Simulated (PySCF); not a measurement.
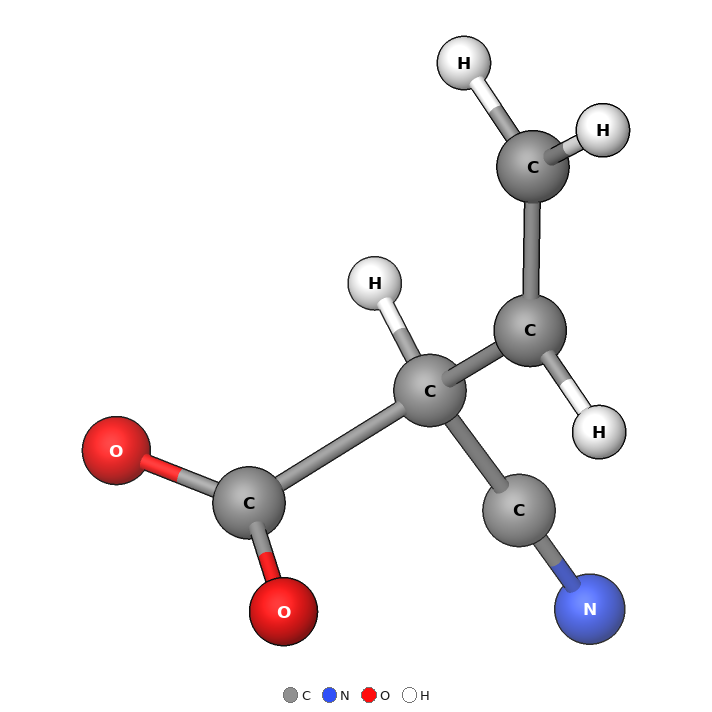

The picture shows a molecular structure as a ball-and-stick model.

The species has charge −1 and is a spin singlet. The computed structure is the end point of a GFN2-xTB optimisation. No frequency run is at hand to confirm it as a minimum.

Describe the molecule.

The species is C5H4NO2(-). Its SMILES string is `C=C[C@@H](C#N)C(=O)[O-]`. It has no ring. Among its groups: nitrile, alkene. This geometry has C1 symmetry. Coordination: 3 C trigonal planar; 1 C tetrahedral; 1 C linear.

More results for the same structure follow; atom numbers are the same in all pictures, views and colours differ.

NMR shielding

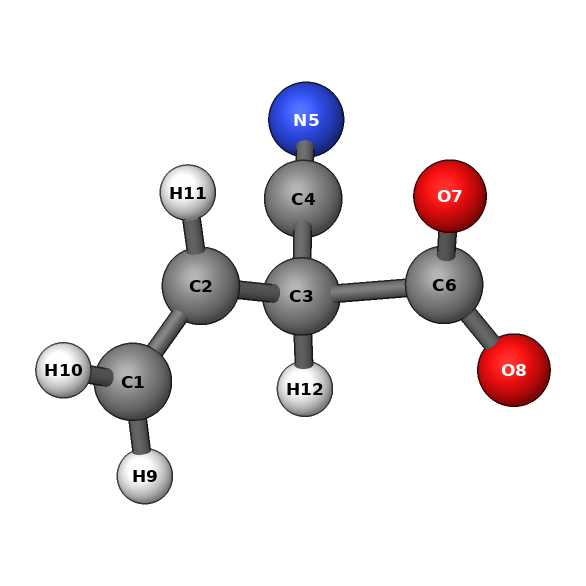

No frequency run is at hand to confirm it as a minimum. Level of theory: GIAO PBE0/pcSseg-1 NMR shielding, non-relativistic, gas phase (PySCF 2.14.0). Principal shieldings σ11 ≤ σ22 ≤ σ33, span Ω = σ33 − σ11, skew κ = 3(σiso − σ22)/Ω.

> Which C atom has the most anisotropic shielding?

C4, with a span of 346 ppm.

Give the shielding tensors of the C atoms.

```tsv
atom	σ11	σ22	σ33	σiso	Ω	κ
C1	−16.1	108.9	157.2	83.4	173.2	−0.44
C2	−86.8	34.4	154.0	33.9	240.8	−0.01
C3	105.5	139.8	155.5	133.6	50.0	−0.37
C4	−61.1	−56.8	284.6	55.6	345.6	0.98
C6	−69.6	19.7	138.4	29.5	208.1	0.14
```

Shieldings and span in ppm.

Bond orders

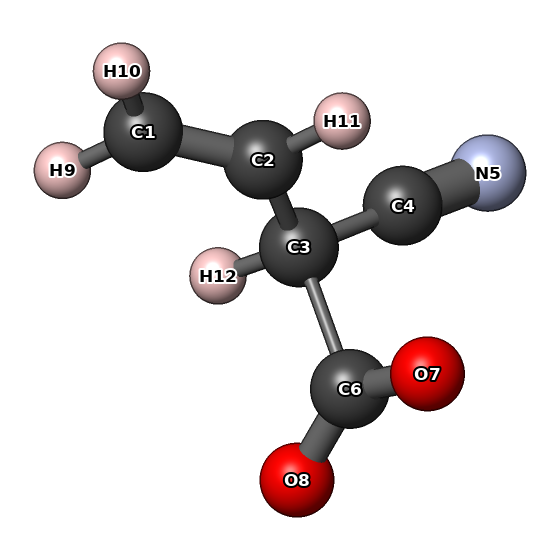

The thickness of each stick grows with its Mayer bond order. No frequency run is at hand to confirm it as a minimum. Computed with PBE0/pcSseg-1 (PySCF 2.14.0).

> Which bond has the lowest Mayer bond order?

C3–C6, 0.67, at 1.731 Å.

List the Mayer bond orders of C1–C2, C1–H9, C1–H10, C2–C3, C2–H11, C3–C4, C3–C6, C3–H12, C4–N5, C6–O7, C6–O8.

| bond | Mayer order | length (Å) |
| --- | --- | --- |
| C1–C2 | 1.94 | 1.328 |
| C1–H9 | 0.95 | 1.079 |
| C1–H10 | 0.96 | 1.079 |
| C2–C3 | 1.01 | 1.467 |
| C2–H11 | 0.96 | 1.083 |
| C3–C4 | 1.01 | 1.411 |
| C3–C6 | 0.67 | 1.731 |
| C3–H12 | 0.94 | 1.093 |
| C4–N5 | 3.06 | 1.153 |
| C6–O7 | 1.81 | 1.211 |
| C6–O8 | 1.80 | 1.214 |

Electronic properties

No frequency run is at hand to confirm it as a minimum. Level of theory: PBE0/pcSseg-1, gas phase (PySCF 2.14.0).

> What is the HOMO energy (Kohn–Sham orbital)?

−1.96 eV.

Quadrupole coupling

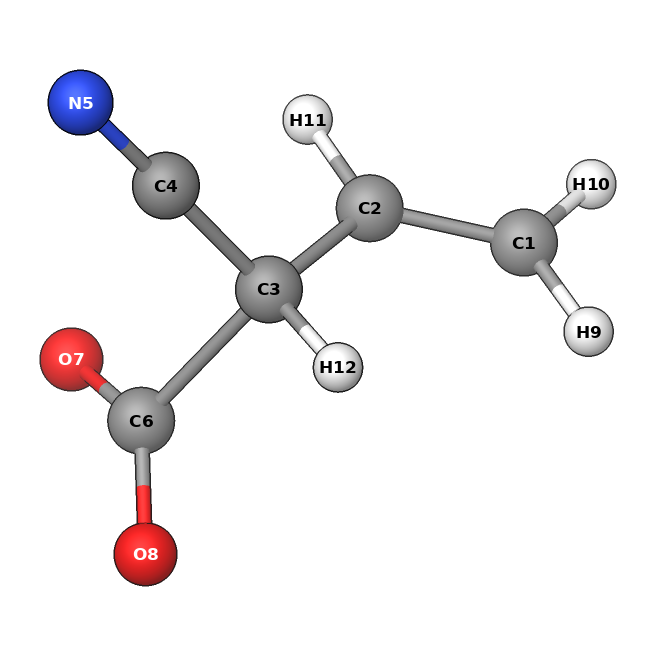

No frequency run is at hand to confirm it as a minimum. Electric field gradients from the ground-state density, PBE0/pcSseg-1 (PySCF 2.14.0), non-relativistic apart from any core potentials.

Give the largest field-gradient component, the quadrupole coupling constant and the asymmetry for 14N at N5 (Q = 20.44 mb), 17O at O7 (Q = −25.6 mb), 17O at O8 (Q = −25.6 mb), 2H at H9 (Q = 2.86 mb), 2H at H10 (Q = 2.86 mb), 2H at H11 (Q = 2.86 mb), 2H at H12 (Q = 2.86 mb).

```json
{"atom": "N5", "V_zz (a.u.)": "−0.828", "e²qQ/h (MHz)": "−3.98", "η": "0.30"}
{"atom": "O7", "V_zz (a.u.)": "−1.240", "e²qQ/h (MHz)": "7.46", "η": "0.46"}
{"atom": "O8", "V_zz (a.u.)": "−1.254", "e²qQ/h (MHz)": "7.54", "η": "0.45"}
{"atom": "H9", "V_zz (a.u.)": "0.339", "e²qQ/h (MHz)": "0.228", "η": "0.08"}
{"atom": "H10", "V_zz (a.u.)": "0.343", "e²qQ/h (MHz)": "0.230", "η": "0.07"}
{"atom": "H11", "V_zz (a.u.)": "0.321", "e²qQ/h (MHz)": "0.216", "η": "0.06"}
{"atom": "H12", "V_zz (a.u.)": "0.304", "e²qQ/h (MHz)": "0.204", "η": "0.10"}
```
